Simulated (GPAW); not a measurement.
# Ballistic transport through a carbon nanotube (5, 5); OH on top of one C, which is raised by 0.35 Å, cheap and dear, part 2 of 4

How well does a carbon nanotube (5, 5); OH on top of one C, which is raised by 0.35 Å conduct at low bias, and how far do basis and functional move the answer?

GPAW 26.7.0; GPAW LCAO, PAW setups; Landauer transmission from Green's functions with principal layers (ASE), zero bias.

So far: Starting point; Single-zeta polarised basis.

## 2. Single-zeta polarised basis (continued)

Transmission of the three most open eigenchannels against energy, zero at the Fermi level:

```
energy (eV)  channel 1 up  channel 2 up  channel 3 up  channel 1 down  channel 2 down  channel 3 down
     -3.000         0.999         0.999         0.999           0.999           0.999           0.999
     -2.475         0.999         0.998         0.998           0.999           0.998           0.998
     -2.025         0.999         0.997         0.994           0.999           0.997           0.994
     -1.500         0.999         0.996         0.940           0.999           0.996           0.940
     -0.975         0.945         0.670       1.7e-12           0.945           0.670         1.7e-12
     -0.525         0.992         0.166             0           0.992           0.166               0
      0.000         0.996         0.358             0           0.996           0.358               0
      0.525         0.997         0.840             0           0.997           0.841               0
      0.975         0.998         0.944       6.5e-11           0.998           0.944         6.5e-11
      1.500         0.998         0.998         0.996           0.998           0.998           0.996
      2.025         0.999         0.999         0.999           0.999           0.999           0.999
      2.475         0.999         0.999         0.999           0.999           0.999           0.999
      3.000         0.999         0.999         0.999           0.999           0.999           0.999
```

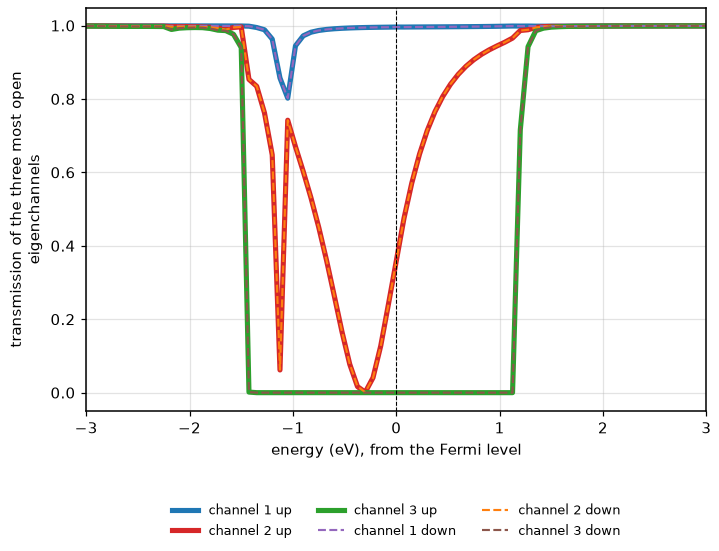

Transmission of the three most open eigenchannels, plotted against energy.

Couplings past the next layer reach 3.8e-15 eV, small enough to drop; the matrix elements of the cell's first layer differ from the bulk lead's by up to 0.025 eV. That layer keeps its own values in the calculation, and only beyond it is the lead taken as perfect.

## 3. GPAW, sz, basis sz(dzp)

One function for each valence shell of the setup, as for a first survey of a large system.

run.py reads:

```python
import json
import numpy as np
from ase import Atoms
from ase.transport.calculators import TransportCalculator
from gpaw import GPAW, FermiDirac
from gpaw.lcao.tools import get_lcao_hamiltonian
from scipy.linalg import eigh

# The junction with lead layers at both ends, along the third cell vector
device = Atoms(
    ['C', 'C', 'C', 'C', 'C', 'C', 'C', 'C', 'C', 'C', 'C', 'C', 'C', 'C', 'C', 'C', 'C', 'C', 'C', 'C', 'C', 'C', 'C', 'C', 'C', 'C', 'C', 'C', 'C', 'C', 'C', 'C', 'C', 'C', 'C', 'C', 'C', 'C', 'C', 'C', 'C', 'C', 'C', 'C', 'C', 'C', 'C', 'C', 'C', 'C', 'C', 'C', 'C', 'C', 'C', 'C', 'C', 'C', 'C', 'C', 'C', 'C', 'C', 'C', 'C', 'C', 'C', 'C', 'C', 'C', 'C', 'C', 'C', 'C', 'C', 'C', 'C', 'C', 'C', 'C', 'C', 'C', 'C', 'C', 'C', 'C', 'C', 'C', 'C', 'C', 'C', 'C', 'C', 'C', 'C', 'C', 'C', 'C', 'C', 'C', 'C', 'C', 'C', 'C', 'C', 'C', 'C', 'C', 'C', 'C', 'C', 'C', 'C', 'C', 'C', 'C', 'C', 'C', 'C', 'C', 'C', 'C', 'C', 'C', 'C', 'C', 'C', 'O', 'C', 'C', 'C', 'H', 'C', 'C', 'C', 'C', 'C', 'C', 'C', 'C', 'C', 'C', 'C', 'C', 'C', 'C', 'C', 'C', 'C', 'C', 'C', 'C', 'C', 'C', 'C', 'C', 'C', 'C', 'C', 'C', 'C', 'C', 'C', 'C', 'C', 'C', 'C', 'C', 'C', 'C', 'C', 'C', 'C', 'C', 'C', 'C', 'C', 'C', 'C', 'C', 'C', 'C', 'C', 'C', 'C', 'C', 'C', 'C', 'C', 'C', 'C', 'C', 'C', 'C', 'C', 'C', 'C', 'C', 'C', 'C', 'C', 'C', 'C', 'C', 'C', 'C', 'C', 'C', 'C', 'C', 'C', 'C', 'C', 'C', 'C', 'C', 'C', 'C', 'C', 'C', 'C', 'C', 'C', 'C', 'C', 'C', 'C', 'C', 'C', 'C', 'C', 'C', 'C', 'C', 'C', 'C', 'C', 'C', 'C', 'C', 'C', 'C'],
    positions=[
        [4.07408, 8.09482, 0.61488],
        [4.64743, 9.38259, 0.61488],
        [4.64743, 5.39741, 0.61488],
        [5.69500, 4.45417, 0.61488],
        [7.03565, 10.76143, 0.61488],
        [8.43757, 10.61408, 0.61488],
        [8.43757, 4.16592, 0.61488],
        [9.65835, 4.87074, 0.61488],
        [10.48692, 8.76884, 0.61488],
        [10.78000, 7.39000, 0.61488],
        [4.00000, 7.39000, 1.84463],
        [4.29308, 6.01116, 1.84463],
        [5.12165, 9.90926, 1.84463],
        [6.34243, 10.61408, 1.84463],
        [6.34243, 4.16592, 1.84463],
        [7.74435, 4.01857, 1.84463],
        [9.08500, 10.32583, 1.84463],
        [10.13257, 9.38259, 1.84463],
        [10.13257, 5.39741, 1.84463],
        [10.70592, 6.68518, 1.84463],
        [4.07408, 8.09482, 3.07439],
        [4.64743, 9.38259, 3.07439],
        [4.64743, 5.39741, 3.07439],
        [5.69500, 4.45417, 3.07439],
        [7.03565, 10.76143, 3.07439],
        [8.43757, 10.61408, 3.07439],
        [8.43757, 4.16592, 3.07439],
        [9.65835, 4.87074, 3.07439],
        [10.48692, 8.76884, 3.07439],
        [10.78000, 7.39000, 3.07439],
[... 206 atom lines left out ...]
        [6.34243, 4.16592, 28.89927],
        [7.74435, 4.01857, 28.89927],
        [9.08500, 10.32583, 28.89927],
        [10.13257, 9.38259, 28.89927],
        [10.13257, 5.39741, 28.89927],
        [10.70592, 6.68518, 28.89927]],
    cell=[[14.78, 0.0, 0.0], [0.0, 14.78, 0.0], [0.0, 0.0, 29.51415]],
    pbc=True,
    magmoms=[0.0, 0.0, 0.0, 0.0, 0.0, 0.0, 0.0, 0.0, 0.0, 0.0, 0.0, 0.0, 0.0, 0.0, 0.0, 0.0, 0.0, 0.0, 0.0, 0.0, 0.0, 0.0, 0.0, 0.0, 0.0, 0.0, 0.0, 0.0, 0.0, 0.0, 0.0, 0.0, 0.0, 0.0, 0.0, 0.0, 0.0, 0.0, 0.0, 0.0, 0.0, 0.0, 0.0, 0.0, 0.0, 0.0, 0.0, 0.0, 0.0, 0.0, 0.0, 0.0, 0.0, 0.0, 0.0, 0.0, 0.0, 0.0, 0.0, 0.0, 0.0, 0.0, 0.0, 0.0, 0.0, 0.0, 0.0, 0.0, 0.0, 0.0, 0.0, 0.0, 0.0, 0.0, 0.0, 0.0, 0.0, 0.0, 0.0, 0.0, 0.0, 0.0, 0.0, 0.0, 0.0, 0.0, 0.0, 0.0, 0.0, 0.0, 0.0, 0.0, 0.0, 0.0, 0.0, 0.0, 0.0, 0.0, 0.0, 0.0, 0.5, 0.0, 0.0, 0.0, 0.0, 0.0, 0.0, 0.0, 0.0, 0.0, 0.0, 0.0, 0.0, 0.0, 0.0, 0.0, 0.5, 0.0, 0.0, 0.0, 0.5, 0.0, 0.0, 0.0, 0.0, 0.0, 0.0, 0.0, 0.0, 0.0, 0.5, 0.0, 0.0, 0.0, 0.0, 0.0, 0.0, 0.0, 0.0, 0.0, 0.5, 0.0, 0.0, 0.0, 0.0, 0.0, 0.0, 0.0, 0.0, 0.0, 0.0, 0.0, 0.0, 0.0, 0.0, 0.0, 0.0, 0.0, 0.0, 0.0, 0.0, 0.0, 0.0, 0.0, 0.0, 0.0, 0.0, 0.0, 0.0, 0.0, 0.0, 0.0, 0.0, 0.0, 0.0, 0.0, 0.0, 0.0, 0.0, 0.0, 0.0, 0.0, 0.0, 0.0, 0.0, 0.0, 0.0, 0.0, 0.0, 0.0, 0.0, 0.0, 0.0, 0.0, 0.0, 0.0, 0.0, 0.0, 0.0, 0.0, 0.0, 0.0, 0.0, 0.0, 0.0, 0.0, 0.0, 0.0, 0.0, 0.0, 0.0, 0.0, 0.0, 0.0, 0.0, 0.0, 0.0, 0.0, 0.0, 0.0, 0.0, 0.0, 0.0, 0.0, 0.0, 0.0, 0.0, 0.0, 0.0, 0.0, 0.0, 0.0, 0.0, 0.0, 0.0, 0.0, 0.0, 0.0, 0.0, 0.0, 0.0, 0.0])

# One principal layer of the lead: the first 60 atoms of the device
lead = Atoms(
    ['C', 'C', 'C', 'C', 'C', 'C', 'C', 'C', 'C', 'C', 'C', 'C', 'C', 'C', 'C', 'C', 'C', 'C', 'C', 'C', 'C', 'C', 'C', 'C', 'C', 'C', 'C', 'C', 'C', 'C', 'C', 'C', 'C', 'C', 'C', 'C', 'C', 'C', 'C', 'C', 'C', 'C', 'C', 'C', 'C', 'C', 'C', 'C', 'C', 'C', 'C', 'C', 'C', 'C', 'C', 'C', 'C', 'C', 'C', 'C'],
    positions=[
        [4.07408, 8.09482, 0.61488],
        [4.64743, 9.38259, 0.61488],
        [4.64743, 5.39741, 0.61488],
        [5.69500, 4.45417, 0.61488],
        [7.03565, 10.76143, 0.61488],
        [8.43757, 10.61408, 0.61488],
        [8.43757, 4.16592, 0.61488],
        [9.65835, 4.87074, 0.61488],
        [10.48692, 8.76884, 0.61488],
        [10.78000, 7.39000, 0.61488],
        [4.00000, 7.39000, 1.84463],
        [4.29308, 6.01116, 1.84463],
        [5.12165, 9.90926, 1.84463],
        [6.34243, 10.61408, 1.84463],
        [6.34243, 4.16592, 1.84463],
        [7.74435, 4.01857, 1.84463],
        [9.08500, 10.32583, 1.84463],
        [10.13257, 9.38259, 1.84463],
        [10.13257, 5.39741, 1.84463],
        [10.70592, 6.68518, 1.84463],
        [4.07408, 8.09482, 3.07439],
        [4.64743, 9.38259, 3.07439],
        [4.64743, 5.39741, 3.07439],
        [5.69500, 4.45417, 3.07439],
        [7.03565, 10.76143, 3.07439],
        [8.43757, 10.61408, 3.07439],
        [8.43757, 4.16592, 3.07439],
        [9.65835, 4.87074, 3.07439],
        [10.48692, 8.76884, 3.07439],
        [10.78000, 7.39000, 3.07439],
        [4.00000, 7.39000, 4.30415],
        [4.29308, 6.01116, 4.30415],
        [5.12165, 9.90926, 4.30415],
        [6.34243, 10.61408, 4.30415],
        [6.34243, 4.16592, 4.30415],
        [7.74435, 4.01857, 4.30415],
        [9.08500, 10.32583, 4.30415],
        [10.13257, 9.38259, 4.30415],
        [10.13257, 5.39741, 4.30415],
        [10.70592, 6.68518, 4.30415],
        [4.07408, 8.09482, 5.53390],
        [4.64743, 9.38259, 5.53390],
        [4.64743, 5.39741, 5.53390],
        [5.69500, 4.45417, 5.53390],
        [7.03565, 10.76143, 5.53390],
        [8.43757, 10.61408, 5.53390],
        [8.43757, 4.16592, 5.53390],
        [9.65835, 4.87074, 5.53390],
        [10.48692, 8.76884, 5.53390],
        [10.78000, 7.39000, 5.53390],
        [4.00000, 7.39000, 6.76366],
        [4.29308, 6.01116, 6.76366],
        [5.12165, 9.90926, 6.76366],
        [6.34243, 10.61408, 6.76366],
        [6.34243, 4.16592, 6.76366],
        [7.74435, 4.01857, 6.76366],
        [9.08500, 10.32583, 6.76366],
        [10.13257, 9.38259, 6.76366],
        [10.13257, 5.39741, 6.76366],
        [10.70592, 6.68518, 6.76366]],
    cell=[[14.78, 0.0, 0.0], [0.0, 14.78, 0.0], [0.0, 0.0, 7.37854]],
    pbc=True,
    magmoms=[0.0, 0.0, 0.0, 0.0, 0.0, 0.0, 0.0, 0.0, 0.0, 0.0, 0.0, 0.0, 0.0, 0.0, 0.0, 0.0, 0.0, 0.0, 0.0, 0.0, 0.0, 0.0, 0.0, 0.0, 0.0, 0.0, 0.0, 0.0, 0.0, 0.0, 0.0, 0.0, 0.0, 0.0, 0.0, 0.0, 0.0, 0.0, 0.0, 0.0, 0.0, 0.0, 0.0, 0.0, 0.0, 0.0, 0.0, 0.0, 0.0, 0.0, 0.0, 0.0, 0.0, 0.0, 0.0, 0.0, 0.0, 0.0, 0.0, 0.0])

settings = dict(mode='lcao', basis='sz(dzp)', xc='PBE', h=0.18,
                occupations=FermiDirac(0.1), maxiter=250,
                mixer=dict(beta=0.05, nmaxold=8, weight=100.0),
                convergence=dict(density=0.0001))
energies = np.arange(-3, 3 + 1e-9, 0.075)
eta = 0.0001
n1, n2 = 1, 1
# k and -k transmit alike, so half of the mesh across the current serves
mesh = [(i, j) for i in range(n1) for j in range(n2) if (i, j) <= (-i % n1, -j % n2)]
weights = np.array([1 if (i, j) == (-i % n1, -j % n2) else 2 for i, j in mesh]) / (n1 * n2)


def ground_state(atoms, size, txt):
    atoms.calc = GPAW(kpts={'size': size, 'gamma': True}, symmetry={'tolerance': 1e-3}, txt=txt, **settings)
    atoms.get_potential_energy()
    return atoms.calc.get_fermi_level()


def blocks(atoms, fermi, points, nz, cells):
    """H - E_F S and S between cell 0 and the cells above it, at each point across the current."""
    kz = np.arange(nz) / nz
    calc = atoms.calc.fixed_density(kpts=[(*k, z) for k in points for z in kz], symmetry='off', txt=None)
    H, S = get_lcao_hamiltonian(calc)
    H = (H - fermi * S).reshape(len(H), len(points), nz, *S.shape[1:])
    S = S.reshape(H.shape[1:])
    phases = [np.exp(-2j * np.pi * kz * R) / nz for R in cells]
    return [(np.einsum('skzij,z->ksij', H, p), np.einsum('kzij,z->kij', S, p)) for p in phases]


def pair(a, b):
    return np.block([[a, b], [b.T.conj(), a]])


def count_channels(h, s, cells, nk=240):
    """Half the number of times that the lead's bands cross each energy, unfolded to its shortest repeat."""
    b = len(h) // cells
    bands = []
    for k in (np.arange(nk + 1) + 0.5) / nk:
        hk, sk = h[:b, :b].copy(), s[:b, :b].copy()
        for R in range(1, cells):
            phase, block = np.exp(2j * np.pi * k * R), slice(R * b, (R + 1) * b)
            hk += h[:b, block] * phase + (h[:b, block] * phase).T.conj()
            sk += s[:b, block] * phase + (s[:b, block] * phase).T.conj()
        w, u = eigh(sk)
        x = u[:, w > 1e-5] / w[w > 1e-5]**0.5  # drop near-dependent combinations
        bands.append(np.r_[eigh(x.T.conj() @ hk @ x, eigvals_only=True), [1e9] * (w <= 1e-5).sum()])
    below = np.array(bands)[:, :, None] < energies
    return (below[1:] != below[:-1]).sum((0, 1)) / 2


fermi_lead = ground_state(lead, (1, 1, 15), 'lead.txt')
fermi_device = ground_state(device, (1, 1, 3), 'device.txt')
T, channels, eigen, tail, misfit, shifts = [], [], [], 0.0, 0.0, []
for first in range(0, len(mesh), 1):
    points = [(i / n1, j / n2) for i, j in mesh[first:first + 1]]
    (H0k, S0k), (H1k, S1k), (H2k, _) = blocks(lead, fermi_lead, points, 5, range(3))
    [(Hk, Sk)] = blocks(device, fermi_device, points, 2, [0])
    tail = max(tail, abs(H2k).max())
    for H0, S0, H1, S1, H, S in zip(H0k, S0k, H1k, S1k, Hk, Sk):
        n = len(S0)
        # Shift the lead onto the potential of the device's first layer
        shift = ((H[:, 0, 0] - H0[:, 0, 0]) / S0[0, 0]).real.mean()
        shifts.append(shift)
        misfit = max(misfit, abs(H[:, :n, :n] - H0 - shift * S0).max())
        Tk, Ck, Ek = [], [], []
        for s in range(len(H)):
            t = s % len(H0)  # a lead without moments serves both spins
            h1, s1 = pair(H0[t] + shift * S0, H1[t] + shift * S1), pair(S0, S1)
            leads = dict(h1=h1, s1=s1, energies=energies, eta=eta, eta1=eta, eta2=eta)
            calc = TransportCalculator(h=H[s], s=S, eigenchannels=3, **leads)
            Tk.append(calc.get_transmission())
            Ek.append(np.sort(calc.eigenchannels_ne, axis=0)[::-1])
            Ck.append(count_channels(h1, s1, 6))
        T.append(Tk)
        channels.append(Ck)
        eigen.append(Ek)
T, channels = np.array(T), np.array(channels)
mean, open_channels = np.einsum('kse,k->se', T, weights), np.einsum('kse,k->se', channels, weights)

print(f'basis functions: device {len(S)}, principal layer {n}')
print(f'Fermi level: lead {fermi_lead:.4f} eV, device {fermi_device:.4f} eV; lead shifted by {np.mean(shifts):.4f} eV')
print(f'largest coupling past the next layer {tail:.2e} eV, largest misfit of the first layer {misfit:.3f} eV')
print('  E-E_F (eV)   ' + 'T up        T down      channels up  channels down')
for e, t, c in zip(energies, mean.T, open_channels.T):
    print(f'{e:10.3f}  ', *[f'{x:11.4e}' for x in t], *[f'{x:9.4f}' for x in c])

kT = 8.617333e-5 * 77
fine = np.linspace(energies[0], energies[-1], 4001)
both = np.exp(np.interp(fine, energies, np.log(np.maximum(mean.sum(0) * 2 / len(mean), 1e-30))))
fermi = lambda mu: 1 / (1 + np.exp(np.clip((fine - mu) / kT, -200, 200)))
slope = fermi(0) * (1 - fermi(0)) / kT
G = np.trapezoid(both * slope, fine) / 2
seebeck = -np.trapezoid(both * slope * fine, fine) / (2 * G * 77) * 1e6
print(f'conductance at 77 K: {G:.5g} G0 a cell; thermopower {seebeck:.4g} uV/K')
bias = [0.1, 0.2, 0.5, 1.0, 1.5, 2.0]
current = [38.74 * np.trapezoid(both * (fermi(V / 2) - fermi(-V / 2)), fine) for V in bias]
for V, I in zip(bias, current):
    print(f'current from the zero-bias T(E) at {V} V: {I:.5g} uA')
zero = abs(energies).argmin()
json.dump(dict(energies=energies.tolist(), T=mean.tolist(), channels=open_channels.tolist(), G=G, seebeck=seebeck,
               bias=bias, current=current, tail=tail, misfit=misfit, shift=np.mean(shifts), n_device=len(S), n_lead=n,
               fermi=[fermi_lead, fermi_device], energy=device.get_potential_energy(),
               moments=device.get_magnetic_moments().tolist(), mesh=mesh, weights=weights.tolist(),
               T_k=T[:, :, zero].tolist(), eigen=np.array(eigen[0]).tolist()), open('result.json', 'w'))
```

On the command line:

```
OMP_NUM_THREADS=1 OPENBLAS_NUM_THREADS=1 python run.py
```

The log of the run:

```text
basis functions: device 965, principal layer 240
Fermi level: lead -3.3234 eV, device -3.3115 eV; lead shifted by 0.0046 eV
largest coupling past the next layer 3.14e-15 eV, largest misfit of the first layer 0.021 eV
  E-E_F (eV)   T up        T down      [channel counts left out]
    -3.000    7.5235e+00  7.5233e+00
    -2.925    7.8429e+00  7.8427e+00
    -2.850    7.9329e+00  7.9327e+00
    -2.775    7.9642e+00  7.9639e+00
    -2.700    7.9771e+00  7.9767e+00
    -2.625    7.9793e+00  7.9789e+00
    -2.550    7.9687e+00  7.9682e+00
    -2.475    7.9448e+00  7.9443e+00
    -2.400    7.8828e+00  7.8820e+00
    -2.325    7.6820e+00  7.6808e+00
    -2.250    4.8988e+00  4.8984e+00
    -2.175    4.2500e+00  4.2519e+00
    -2.100    4.0006e+00  3.9999e+00
    -2.025    4.0766e+00  4.0759e+00
    -1.950    4.4093e+00  4.4088e+00
    -1.875    4.8992e+00  4.8989e+00
[...]
2.475    7.9184e+00  7.9181e+00
     2.550    7.9225e+00  7.9222e+00
     2.625    7.9253e+00  7.9251e+00
     2.700    7.9266e+00  7.9264e+00
     2.775    7.9264e+00  7.9262e+00
     2.850    7.9243e+00  7.9241e+00
     2.925    7.9193e+00  7.9191e+00
     3.000    7.9105e+00  7.9103e+00
conductance at 77 K: 1.2154 G0 a cell; thermopower -2.358 uV/K
current from the zero-bias T(E) at 0.1 V: 9.4367 uA
current from the zero-bias T(E) at 0.2 V: 18.94 uA
current from the zero-bias T(E) at 0.5 V: 48.021 uA
current from the zero-bias T(E) at 1.0 V: 101.61 uA
current from the zero-bias T(E) at 1.5 V: 159.75 uA
current from the zero-bias T(E) at 2.0 V: 227.58 uA
```

Run time: 22 min. Hardware: 1 thread of Arm Neoverse V1, shared host; peak memory 4.7 GiB.

This step gave:

- conductance: 1.215 G₀
- thermopower: -2.358 μV/K
- largest coupling past the next principal layer: 3.14e-15 eV
- largest misfit of the first principal layer: 0.02081 eV
- shift that aligns the lead: 0.004592 eV
- basis functions of the junction: 965
- basis functions of a principal layer: 240
- transmission at the Fermi level, spin up: 1.215
- transmission at the Fermi level, spin down: 1.214

Each spin. Transmission, zone mean against energy, zero at the Fermi level:

| energy (eV) | T, spin up | T, spin down |
| --- | --- | --- |
| -3.000 | 7.52 | 7.52 |
| -2.625 | 7.98 | 7.98 |
| -2.475 | 7.94 | 7.94 |
| -2.025 | 4.08 | 4.08 |
| -1.800 | 4.96 | 4.96 |
| -1.500 | 4.18 | 4.18 |
| -0.975 | 1.69 | 1.69 |
| -0.525 | 1.25 | 1.25 |
| 0.000 | 1.22 | 1.21 |
| 0.525 | 1.78 | 1.78 |
| 0.975 | 1.92 | 1.92 |
| 1.500 | 5.17 | 5.17 |
| 1.800 | 8.51 | 8.51 |
| 2.025 | 7.88 | 7.88 |
| 2.475 | 7.92 | 7.92 |
| 3.000 | 7.91 | 7.91 |

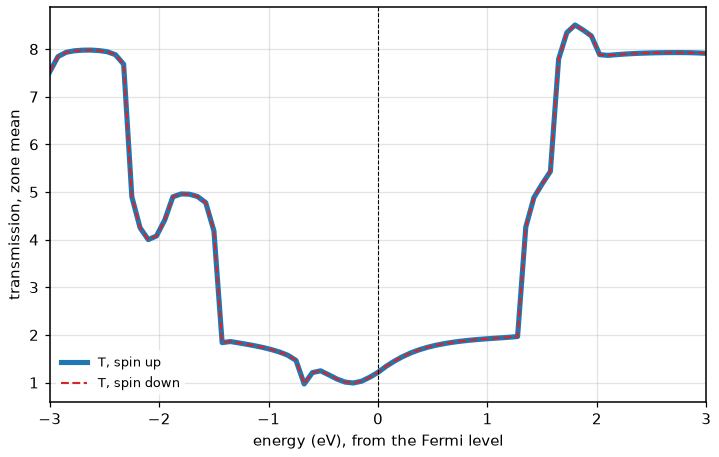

Transmission, zone mean against energy.

Not self-consistent under bias; the bias window is split evenly. The current through one cell, from the zero-bias transmission by bias:

```csv
bias (V),"current through one cell, from the zero-bias transmission (μA)"
0.100,9.44
0.200,18.9
0.500,48.0
1.000,102
1.500,160
2.000,228
```

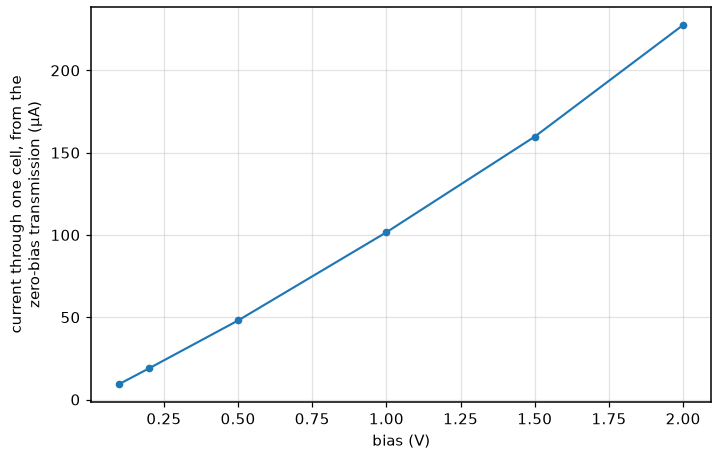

Current through one cell, from the zero-bias transmission, plotted against bias.

(Part 2 of 4 ends here.)

[Logs are printed without paths, hosts, clocks, repeated set-up lines and the standing remarks that a program may print on its own settings, such as how far it seeks lower states.]

[Hosts, paths, dates, database ids (printed as entryN), source tags and the programs' standing remarks are cut or masked in the printed files.]
